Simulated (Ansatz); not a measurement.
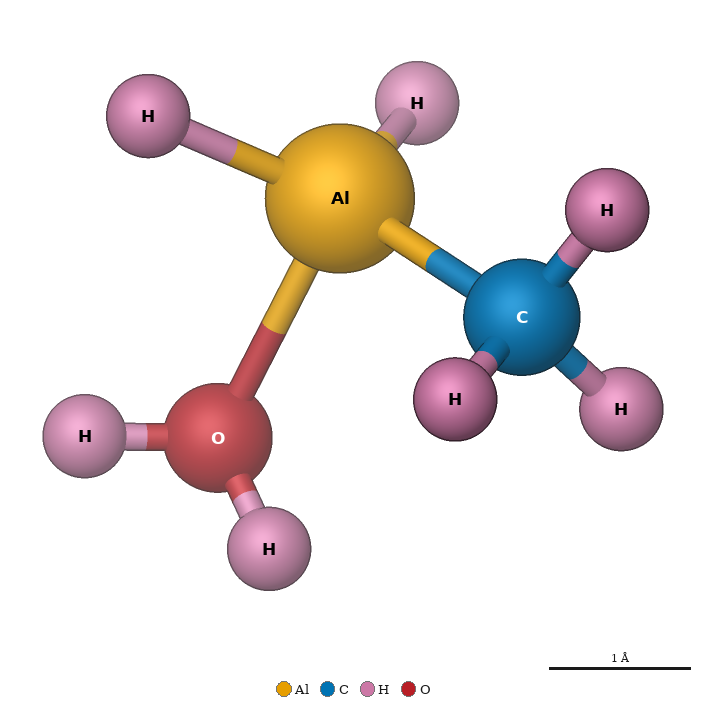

Distant atoms are faded towards the background colour. Computed geometry: PBE0-D4/def2-TZVP optimisation. Masses are those of the most abundant isotopes; constants are for the rigid equilibrium geometry.

Question: Classify the rotor and give the rotational constants (MHz).

Answer: An asymmetric top (C1): A = 12723, B = 5828, C = 4406 MHz. Ray's parameter κ is −0.66, nearer the prolate limit.
